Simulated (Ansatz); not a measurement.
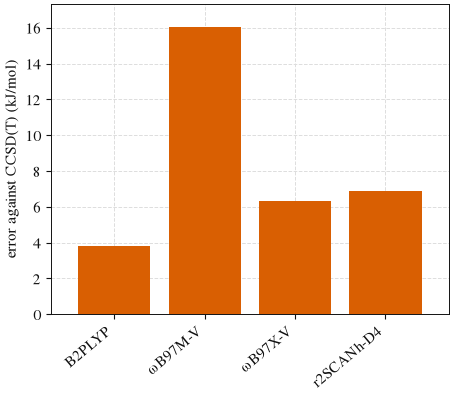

Error in the electronic atomisation energy (method less reference, so positive means overbinding) of OCS, SMILES O=C=S: functionals in def2-TZVPP against frozen-core CCSD(T) at the limit (scheme: direct), which gives 1397.2 kJ/mol, at a PBE0-D4/def2-TZVP geometry (a minimum by its frequencies), no zero-point or spin-orbit term, the Ansatz code. The reference leaves out core correlation, a term that grows with the number of heavy atoms. B2PLYP holds a correlation term that converges slowly with the basis, so part of the distance to the limit is basis error. No dispersion term is added to B2PLYP.

**What range do the values span?**

From 3.8 kJ/mol (B2PLYP) to 16.1 kJ/mol (ωB97M-V).

**Give the values.**

```tsv
level	kJ/mol
B2PLYP	3.8
ωB97M-V	16.1
ωB97X-V	6.3
r2SCANh-D4	6.9
```
